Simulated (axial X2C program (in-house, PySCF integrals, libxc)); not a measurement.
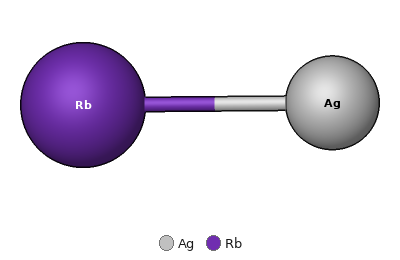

**Figure 1.** The molecule at the reference distance of 3.152 Å.

Run report: AgRb, relativistic diatomic calculation

System: AgRb, single determinant with Ω = 0. The distance is the PBE0 minimum at charge 0.
Method: expectation values, HF and Kohn-Sham, two-component X2C with atomic mean-field Coulomb and Gaunt terms, Ag dyall-cv3z, Rb dyall-cv3z (cores contracted) (axial X2C program (in-house, PySCF integrals, libxc)).

**Input file**
```
{"zs": [47, 37], "q": 0, "bas": ["dyall-cv3z", "dyall-cv3z"], "r0": 3.38, "levels": ["PBE0", "HF", "TPSSh", "PBE", "LDA"], "nst": 3}
```

The line is the task of a batch: nuclear charges, charge, bases, the levels to run, a first guess of the distance and further settings. This report covers the levels named above. The log is that of the reference distance, started from orbitals converged before.

The run was one of a batch that the task file lists, launched with:
```bash
python <driver script> task.json out
```

**Log**
```
two-component X2C + atomic mean field  PBE0
basis functions 278  fitting functions 1333  grid points 5806
iter        total energy     max residual
   1      -8292.610782506     1.68e-05
   2      -8292.610782506     5.52e-06
converged
one-electron -12039.93632986  Coulomb 3710.98380934  exact exchange -61.91852856  xc functional -189.65631591  nuclear repulsion 291.95405133  atomic mean-field constant -4.03746885
```

**Expectation values by level of theory**

| quantity | PBE0 | HF | TPSSh | PBE | LDA |
| --- | --- | --- | --- | --- | --- |
| effective field for an electron dipole moment (GV/cm) | – | – | – | – | – |
| field gradient at the first nucleus (a.u.) | 0.210 | 0.177 | 0.227 | 0.259 | 0.288 |
| field gradient at the second nucleus (a.u.) | −0.326 | −0.297 | −0.306 | −0.320 | −0.341 |
| A∥/gI, first nucleus (MHz) | – | – | – | – | – |
| A∥/gI, second nucleus (MHz) | – | – | – | – | – |

Each column comes from one determinant, in a basis with contracted cores. A dash marks a value that vanishes by symmetry, wasn't computed or didn't converge. The spread over the levels shows only part of the uncertainty.

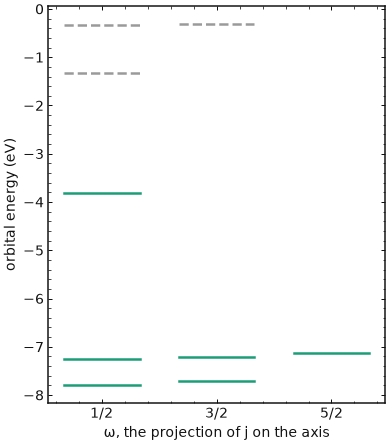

**Figure 2.** Orbital energies (PBE0) near the frontier at 3.15 Å, filled (solid) and empty (dashed); the Kramers partners at −ω are degenerate and not drawn. The highest filled spinor (1/2; 59 % Ag s, 26 % Rb s) lies at −3.82 eV, the lowest empty one (1/2; 46 % Rb s, 36 % Rb p) at −1.33 eV.

**Results in brief**

```
   quantity                                                                 value
    outcome                                                             converged
   hardware  1 thread of Arm Neoverse N1, 16 GiB of memory available, shared host
  wall time                                                                 9.2 s
peak memory                                                              0.63 GiB
```
